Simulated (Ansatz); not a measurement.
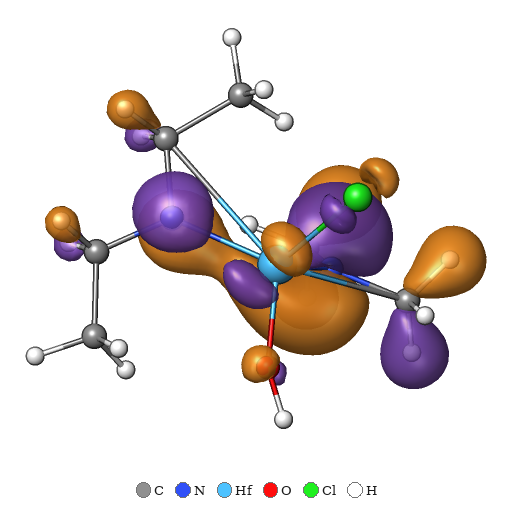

*C6H17ClHfN2O. The HOMO at ±0.1 Å⁻³ᐟ² (orange and purple are the two phases), seen at a tilt.*

Geometry: PBE0-D4/def2-TZVP; core potentials replace the inner electrons of Hf.

All numbers below come from Ansatz 0.2.0, RKS PBE0-D4/def2-TZVPP.

| atom | x (Å) | y (Å) | z (Å) |
| --- | --- | --- | --- |
| C | 0.2852 | -1.6566 | 1.9700 |
| C | 1.4613 | -1.2416 | 1.1071 |
| N | 1.2850 | 0.0262 | 0.4175 |
| C | 2.5063 | 0.3586 | -0.2910 |
| C | 2.4436 | 1.6145 | -1.1320 |
| Hf | -0.5079 | 1.0059 | 0.5268 |
| O | -0.4121 | 2.7203 | -0.3490 |
| Cl | -1.3901 | 1.4072 | 2.7258 |
| N | -1.8336 | -0.1410 | -0.4877 |
| C | -1.6708 | -1.3785 | -1.2030 |
| C | -3.1858 | 0.3649 | -0.5516 |
| H | -0.6479 | -1.7223 | 1.3984 |
| H | 0.4655 | -2.6478 | 2.3899 |
| H | 0.1290 | -0.9690 | 2.8039 |
| H | 2.3606 | -1.1915 | 1.7399 |
| H | 1.6614 | -2.0305 | 0.3641 |
| H | 2.7789 | -0.4891 | -0.9398 |
| H | 3.3304 | 0.4528 | 0.4336 |
| H | 1.6756 | 1.5420 | -1.9061 |
| H | 3.4047 | 1.7704 | -1.6267 |
| H | 2.2256 | 2.4984 | -0.5298 |
| H | -0.7948 | 3.3424 | -0.9609 |
| H | -2.3153 | -2.1717 | -0.7944 |
| H | -0.6357 | -1.7223 | -1.1481 |
| H | -1.9293 | -1.2681 | -2.2665 |
| H | -3.2852 | 1.3022 | 0.0099 |
| H | -3.9052 | -0.3419 | -0.1140 |
| H | -3.4994 | 0.5663 | -1.5863 |

Q: Describe this orbital and give its energy.

A: Its weight (Hirshfeld) is mainly on N9 (about 40 %), Hf6 (about 10 %), N3 (about 10 %), C10 (about 5 %) and C11 (about 5 %). Its energy is −6.39 eV.
